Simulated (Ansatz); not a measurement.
These are PBE (plane waves to 420 eV, PAW; Ansatz, a quantum-chemistry and plane-wave program) values and carry that method's errors.

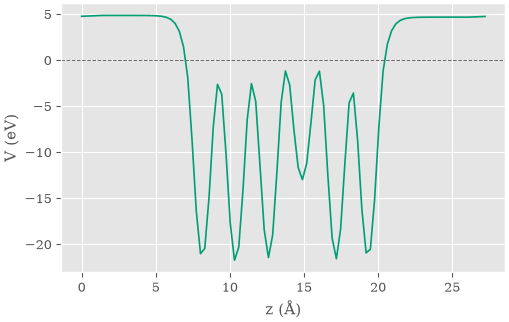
Figure: Planar average of the electrostatic potential across the slab, in eV from the Fermi level, for a constructed model of the (110) surface of bcc W, a layer of Ti in place of the third plane (bottom of the slab: a bare face, its two planes held)

Set-up: 6 atoms, 11.2 Å thick at the start with caps and adatoms (thin: gaps and levels are the slab's own); mesh 14x14x1; 0.1 eV smearing; dipole correction on; 2 atoms held, the rest relaxed; start symmetry kept, larger cells not searched; no spin, no spin-orbit, no U. In PBE it lies 0.06 eV a 1x1 cell over the lowest computed structure of the same composition (a layer of Ti in place of the second plane).

The vacuum level lies 4.68 eV above the Fermi level over the top face and 4.87 eV above it under the bottom face.
